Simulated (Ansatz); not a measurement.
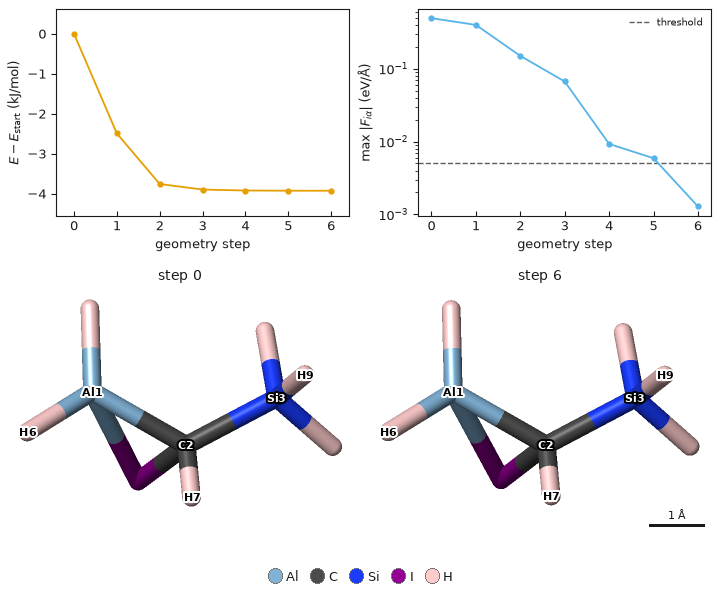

First and last geometry of a relaxation of CH6AlISi, with the history of the run. Style: stick. Shown from a free direction.

The start comes from PBE-D4/def2-SVP.

All numbers below come from RKS PBE0-D4/def2-TZVP in Ansatz. Set-up: force threshold 0.005 eV/Å; at most 150 steps.

**What do the curves and the structures tell?**

It converged. The I atom moves most after the best rigid fit: 0.068 Å. Largest moves by element: I 0.068 Å, H 0.048 Å, Si 0.022 Å, Al 0.018 Å, C 0.009 Å. Among the contacts that change: C–I 2.249 → 2.200 Å, Al–I 2.853 → 2.816 Å, C–Si 1.886 → 1.863 Å, Al–C 1.989 → 1.969 Å. The energy falls by 3.93 kJ/mol in 6 geometry steps. The largest force component goes from 0.49 to 0.0013 eV/Å.
